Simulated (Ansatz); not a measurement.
The figure comes from a scan of CsPbCl$_{3}$ (cubic perovskite): the cell is scaled evenly about its relaxed volume V₀. Computed with PBEsol (plane waves to 420 eV, PAW, scalar-relativistic; Ansatz, a first-principles code). k mesh 6×6×6 (Γ-centred), Fermi-Dirac smearing 0.05 eV. The energy includes the smearing's −TS. CsPbCl3 was relaxed with its symmetry unable to fall. Spin-orbit coupling is left out, though Pb is heavy. The PAW data are Ansatz's earlier set. This is a high-temperature form of CsPbCl3. The zero of ΔE is the relaxed starting cell.

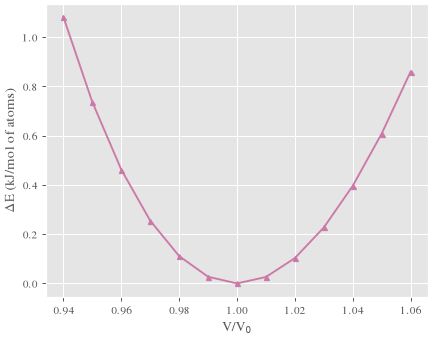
ΔE (kJ/mol of atoms) against V/V₀; markers are the computed points, lines only join them.

Task: List the plotted points as numbers.

Result: To the nearest 0.02:

```
V/V₀   ΔE (kJ/mol of atoms)
-----  --------------------
0.940                  1.08
0.950                  0.74
0.960                  0.46
0.970                  0.26
0.980                  0.12
0.990                  0.02
1.000                  0.00
1.010                  0.02
1.020                  0.10
1.030                  0.22
1.040                  0.40
1.050                  0.60
1.060                  0.86
```

(A scan under strain: stresses follow from slopes of the energy per volume, elastic moduli from its curvatures.)
